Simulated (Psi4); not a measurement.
# GeH4O (Ge(OH)H3): levels of theory compared

Wanted: a comparison of 4 runs (TPSSh/STO-3G, PBE0/3-21G, B3LYP/6-31G*, PBE0/def2-SVP) of GeH4O (Ge(OH)H3). 

Program for the calculation: Psi4 1.11.

5 further runs of the same task are left out: 5 set aside as unsound or not needed.

### 1 The structure to begin with

The species is GeH4O (6 atoms), meant as a singlet with charge 0. SMILES: `[H][Ge]([H])([H])[OH]`. The shape comes from GFN2-xTB, which is rough for such elements, and wasn't checked as a minimum.

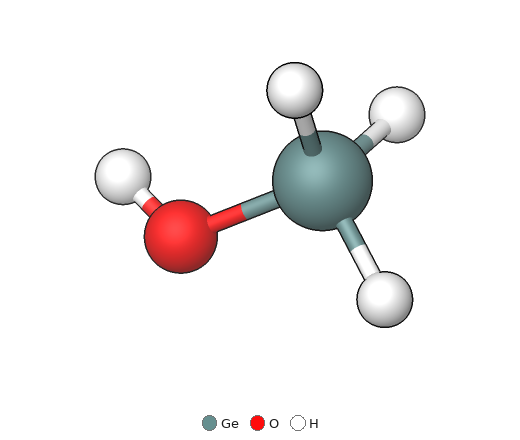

The structure, seen from a chosen angle (germanium teal, oxygen red, hydrogen white).

### 2 Energy and forces at TPSSh/STO-3G (run 1)

Contents of run.py:

```python
import psi4

psi4.set_memory('1600 MB')
psi4.set_num_threads(1)
psi4.core.set_output_file('run.log', False)

geom = psi4.geometry("""
0 1
Ge    -0.061950    -0.118590    -0.433490
O     -0.067510    -0.102540     1.300730
H      0.339500     0.634930     1.749270
H      1.355280    -0.118780    -0.929990
H     -0.788330     1.089860    -0.945730
H     -0.777000    -1.384870    -0.740790
units angstrom
symmetry c1
""")

psi4.set_options({
    'basis': 'STO-3G',
    'puream': True,
    'e_convergence': 1e-09,
    'd_convergence': 1e-08,
    'scf_type': 'pk',
    'dft_radial_points': 99,
    'dft_spherical_points': 590,
})

result, w = psi4.gradient('tpssh', molecule=geom, return_wfn=True)
psi4.oeprop(w, 'MAYER_INDICES', 'MULLIKEN_CHARGES', 'WIBERG_LOWDIN_INDICES')
print('gradient / Eh bohr^-1')
print(result.np.round(6))
print(f'energy = {w.energy():.10f} Eh')
```

The run is started by

```console
$ python run.py
```

run.log:

```text
[...]
  Running in c1 symmetry.
[...]
  Nuclear repulsion =  129.770592033394223
[...]
  Multiplicity = 1
[...]
  Nalpha       = 22
  Nbeta        = 22
[...]
    Number of basis functions: 27
[...]
   @RKS iter   1: -2129.31129439603274   -1.88352e+00   2.33592e-02 DIIS/ADIIS
[...]
   @RKS iter  10: -2129.63994582642135    1.36424e-12   9.40697e-10 DIIS
[...]
    Orbital Energies [Eh]
    ---------------------
    Doubly Occupied:
       1A   -393.902469     2A    -47.829896     3A    -43.452609
       4A    -43.451698     5A    -43.451152     6A    -18.727715
       7A     -5.482730     8A     -3.708545     9A     -3.706388
      10A     -3.705106    11A     -0.883192    12A     -0.484305
      13A     -0.374349    14A     -0.317092    15A     -0.316494
      16A     -0.198046    17A     -0.186451    18A     -0.167386
      19A     -0.166460    20A     -0.162009    21A     -0.131881
      22A     -0.095485
[...]
  @RKS Final Energy: -2129.63994582642135
   => Energetics <=
    Nuclear Repulsion Energy =            129.7705920333942231
    One-Electron Energy =               -3241.8791824541085589
    Two-Electron Energy =                1063.6450765742533804
    DFT Exchange-Correlation Energy =     -81.1764319799604124
    Empirical Dispersion Energy =           0.0000000000000000
    VV10 Nonlocal Energy =                  0.0000000000000000
    Total Energy =                      -2129.6399458264213536
[...]
 Multipole Moments:
 ------------------------------------------------------------------------------------
     Multipole            Electronic (a.u.)      Nuclear  (a.u.)        Total (a.u.)
 ------------------------------------------------------------------------------------
 L = 1.  Multiply by 2.5417464519 to convert [e a0] to [Debye]
 Dipole X            :         -0.1564419            0.3710560            0.2146141
 Dipole Y            :         -0.3276798            0.7093697            0.3816899
 Dipole Z            :         -2.6613303            2.5322979           -0.1290324
 Magnitude           :                                                    0.4565038
[...]
  -Total Gradient:
     Atom            X                  Y                   Z
    ------   -----------------  -----------------  -----------------
       1       -0.006608036844    -0.011612564852     0.007595945032
       2        0.041603962071     0.075100613931     0.024817389247
       3       -0.034604539317    -0.062292463465    -0.015791757139
       4        0.028431463467     0.000553312868    -0.005240682689
       5       -0.014042550854     0.024196679873    -0.005348050031
       6       -0.014788852742    -0.025957514811    -0.005961155511
[...]
  Mulliken Charges: (a.u.)
   Center  Symbol    Alpha    Beta     Spin     Total
       1    GE    15.73299 15.73299  0.00000  0.53402
       2     O     4.20821  4.20821  0.00000 -0.41643
       3     H     0.40650  0.40650  0.00000  0.18699
       4     H     0.55289  0.55289  0.00000 -0.10578
       5     H     0.55303  0.55303  0.00000 -0.10605
       6     H     0.54638  0.54638  0.00000 -0.09276
   Total alpha = 22.00000, Total beta = 22.00000, Total charge = -0.00000
  Mayer Bond Indices:
[...]
```

On the terminal:

```text
gradient / Eh bohr^-1
[[-0.006608 -0.011613  0.007596]
 [ 0.041604  0.075101  0.024817]
 [-0.034605 -0.062292 -0.015792]
 [ 0.028431  0.000553 -0.005241]
 [-0.014043  0.024197 -0.005348]
 [-0.014789 -0.025958 -0.005961]]
energy = -2129.6399458264 Eh
```

Run time: 11 s. Hardware: 1 thread of Intel Xeon 6975P-C (Granite Rapids), shared host; peak memory 0.74 GiB.

### 3 The energy at PBE0/3-21G (run 2)

Contents of job.py:

```python
import psi4

psi4.set_memory(1600000000)
psi4.set_num_threads(1)
psi4.set_output_file('psi4.out', False)

geom = psi4.geometry("""
0 1
Ge
O 1 1.734303
H 2 0.95431 1 118.40994
H 1 1.501683 2 109.48985 3 60.70233
H 1 1.500123 4 110.13208 2 120.35373
H 1 1.486336 5 112.50452 4 -126.61093
units angstrom
symmetry c1
""")

psi4.set_options(dict(puream=True, e_convergence=1e-09, d_convergence=1e-08, scf_type='pk', dft_radial_points=99, dft_spherical_points=590))

e, wfn = psi4.energy("pbe0/3-21G", molecule=geom, return_wfn=True)
psi4.oeprop(wfn, "WIBERG_LOWDIN_INDICES", "MULLIKEN_CHARGES", "MAYER_INDICES")
print(f'pbe0/3-21G energy: {e:.10f} Eh')
```

The run is started by

```console
$ python job.py
```

psi4.out:

```text
[...]
  Running in c1 symmetry.
[...]
  Nuclear repulsion =  129.770604272585217
[...]
  Multiplicity = 1
[...]
  Nalpha       = 22
  Nbeta        = 22
[...]
    Number of basis functions: 39
[...]
   @RKS iter   1: -2143.32699810512668   -2.96171e+00   2.20038e-02 ADIIS/DIIS
[...]
   @RKS iter  10: -2143.79487902534947    1.36424e-12   1.28830e-09 DIIS
[...]
    Orbital Energies [Eh]
    ---------------------
    Doubly Occupied:
       1A   -396.518516     2A    -49.673468     3A    -44.057881
       4A    -44.057076     5A    -44.057050     6A    -19.088443
       7A     -6.226373     8A     -4.358626     9A     -4.356834
      10A     -4.356651    11A     -1.141352    12A     -1.124364
      13A     -1.124099    14A     -1.118989    15A     -1.118705
      16A     -0.993382    17A     -0.587839    18A     -0.465808
      19A     -0.378880    20A     -0.371241    21A     -0.308750
      22A     -0.281379
[...]
  @RKS Final Energy: -2143.79487902534947
   => Energetics <=
    Nuclear Repulsion Energy =            129.7706042725852171
    One-Electron Energy =               -3248.6476968288916396
    Two-Electron Energy =                1042.1087753847298245
    DFT Exchange-Correlation Energy =     -67.0265618537734724
    Empirical Dispersion Energy =           0.0000000000000000
    VV10 Nonlocal Energy =                  0.0000000000000000
    Total Energy =                      -2143.7948790253494735
[...]
 Multipole Moments:
 ------------------------------------------------------------------------------------
     Multipole            Electronic (a.u.)      Nuclear  (a.u.)        Total (a.u.)
 ------------------------------------------------------------------------------------
 L = 1.  Multiply by 2.5417464519 to convert [e a0] to [Debye]
 Dipole X            :         -0.0029894            0.0025168           -0.0004726
 Dipole Y            :          0.1468595           -0.7837383           -0.6368788
 Dipole Z            :         -2.7642746            2.5375516           -0.2267230
 Magnitude           :                                                    0.6760312
[...]
  Mulliken Charges: (a.u.)
   Center  Symbol    Alpha    Beta     Spin     Total
       1    GE    15.61741 15.61741  0.00000  0.76517
       2     O     4.36001  4.36001  0.00000 -0.72001
       3     H     0.31273  0.31273  0.00000  0.37453
       4     H     0.57517  0.57517  0.00000 -0.15034
       5     H     0.57517  0.57517  0.00000 -0.15033
       6     H     0.55951  0.55951  0.00000 -0.11902
   Total alpha = 22.00000, Total beta = 22.00000, Total charge = -0.00000
  Mayer Bond Indices:
[...]
```

The script printed:

```text
pbe0/3-21G energy: -2143.7948790253 Eh
```

It took 5.1 s on 1 thread of Intel Xeon 6975P-C (Granite Rapids), shared host; peak memory 0.53 GiB.

Run 3 isn't shown in full; the table further down has it.

### 4 Energy and forces at PBE0/def2-SVP (run 4)

Contents of geh4o.xyz:

```xyz
6
GeH4O
Ge    -0.061950    -0.118590    -0.433490
O     -0.067510    -0.102540     1.300730
H      0.339500     0.634930     1.749270
H      1.355280    -0.118780    -0.929990
H     -0.788330     1.089860    -0.945730
H     -0.777000    -1.384870    -0.740790
```

Contents of job.py:

```python
import psi4

psi4.set_memory(1600000000)
psi4.set_num_threads(1)
psi4.set_output_file('output.dat', False)

with open('geh4o.xyz') as f:
    atoms = ''.join(f.readlines()[2:])
geom = psi4.geometry('0 1\n' + atoms + 'symmetry c1\nno_reorient\nno_com')

options = {'basis': 'def2-SVP', 'reference': 'rks', 'puream': True, 'e_convergence': 1e-09, 'd_convergence': 1e-08, 'scf_type': 'pk', 'dft_radial_points': 99, 'dft_spherical_points': 590}
psi4.set_options(options)

energy_value, wavefunction = psi4.gradient("PBE0", return_wfn=True)
psi4.oeprop(wavefunction, "DIPOLE", "QUADRUPOLE", "LOWDIN_CHARGES")
print('gradient / Eh bohr^-1')
print(energy_value.np.round(6))
print(f'energy = {wavefunction.energy():.10f} Eh')
```

The run is started by

```console
$ python job.py
```

output.dat:

```text
[...]
  Running in c1 symmetry.
[...]
  Nuclear repulsion =  129.770592033394195
[...]
  Multiplicity = 1
[...]
  Nalpha       = 22
  Nbeta        = 22
[...]
    Number of basis functions: 66
[...]
   @RKS iter   1: -2152.59446747337006   -1.96538e+00   3.62506e-02 ADIIS/DIIS
[...]
   @RKS iter  11: -2153.96169012592009   -2.27374e-12   2.03509e-09 DIIS
[...]
    Orbital Energies [Eh]
    ---------------------
    Doubly Occupied:
       1A   -399.060438     2A    -49.902584     3A    -44.396793
       4A    -44.396426     5A    -44.396373     6A    -19.194328
       7A     -6.289041     8A     -4.447514     9A     -4.445067
      10A     -4.444879    11A     -1.250573    12A     -1.242897
      13A     -1.242850    14A     -1.239648    15A     -1.239574
      16A     -0.989258    17A     -0.591845    18A     -0.475413
      19A     -0.382987    20A     -0.379032    21A     -0.331262
      22A     -0.301369
[...]
  @RKS Final Energy: -2153.96169012592009
   => Energetics <=
    Nuclear Repulsion Energy =            129.7705920333941947
    One-Electron Energy =               -3259.1922925921480783
    Two-Electron Energy =                1042.5400238693869142
    DFT Exchange-Correlation Energy =     -67.0800134365530170
    Empirical Dispersion Energy =           0.0000000000000000
    VV10 Nonlocal Energy =                  0.0000000000000000
    Total Energy =                      -2153.9616901259200858
[...]
  -Total Gradient:
     Atom            X                  Y                   Z
    ------   -----------------  -----------------  -----------------
       1       -0.002539872676    -0.003722623372     0.006291419769
       2        0.003917555342     0.006716024498    -0.027179991800
       3       -0.003362284386    -0.006007080933    -0.000645739013
       4       -0.013970762898     0.000531481886     0.007260262844
       5        0.007814838050    -0.012215560740     0.007682523980
       6        0.008139785666     0.014696734930     0.006590348611
[...]
 Multipole Moments:
 ------------------------------------------------------------------------------------
     Multipole            Electronic (a.u.)      Nuclear  (a.u.)        Total (a.u.)
 ------------------------------------------------------------------------------------
 L = 1.  Multiply by 2.5417464519 to convert [e a0] to [Debye]
 Dipole X            :          4.7760827           -4.5221713            0.2539114
 Dipole Y            :          8.7556201           -8.3035700            0.4520501
 Dipole Z            :          7.9929953           -8.1883345           -0.1953392
 Magnitude           :                                                    0.5540557
 L = 2.  Multiply by 1.3450342976 to convert [e a0^2] to [Debye ang]
 Quadrupole XX       :        -30.7478074           11.9148857          -18.8329217
 Quadrupole XY       :         -1.5068533            2.0066736            0.4998204
[...]
```

Standard output:

```text
gradient / Eh bohr^-1
[[-0.00254  -0.003723  0.006291]
 [ 0.003918  0.006716 -0.02718 ]
 [-0.003362 -0.006007 -0.000646]
 [-0.013971  0.000531  0.00726 ]
 [ 0.007815 -0.012216  0.007683]
 [ 0.00814   0.014697  0.00659 ]]
energy = -2153.9616901259 Eh
```

Run time: 9.6 s. Hardware: 1 thread of Intel Xeon 6975P-C (Granite Rapids), shared host; peak memory 0.82 GiB.

### 5 All runs side by side

| run | level | task | Cartesian functions | energy (Eh) | dipole moment (D) | HOMO energy (eV) | LUMO energy (eV) | wall time |
| --- | --- | --- | --- | --- | --- | --- | --- | --- |
| 1 | TPSSh/STO-3G | gradient | no | -2129.639946 | 1.16 | -2.60 | 6.35 | 11 s |
| 2 | PBE0/3-21G | energy | no | -2143.794879 | 1.72 | -7.66 | 0.91 | 5.1 s |
| 3 | B3LYP/6-31G* (Cartesian functions) | gradient | yes | -2154.384948 | 1.50 | -7.79 | 0.14 | 8.1 s |
| 4 | PBE0/def2-SVP | gradient | no | -2153.961690 | 1.41 | -8.20 | 0.62 | 9.6 s |

### 6 Summary of results

```
                       quantity           value
            run 4: total energy  -2153.96169 Eh
           run 4: dipole moment          1.41 D
             run 4: HOMO energy        -8.20 eV
             run 4: LUMO energy         0.62 eV
           run 4: HOMO–LUMO gap         8.82 eV
run 4: largest force on an atom      1.454 eV/Å
```

The dipole moment (its size) runs from 1.16 D (TPSSh/STO-3G) to 1.72 D (PBE0/3-21G). The two ends differ in method and basis. The HOMO–LUMO gap runs from 7.93 eV (B3LYP/6-31G*) to 8.94 eV (TPSSh/STO-3G). Totals of different functionals can't be ranked against each other. In run 1 the basis is minimal, so the values are rough. All runs together took 33 s, the longest 11 s.
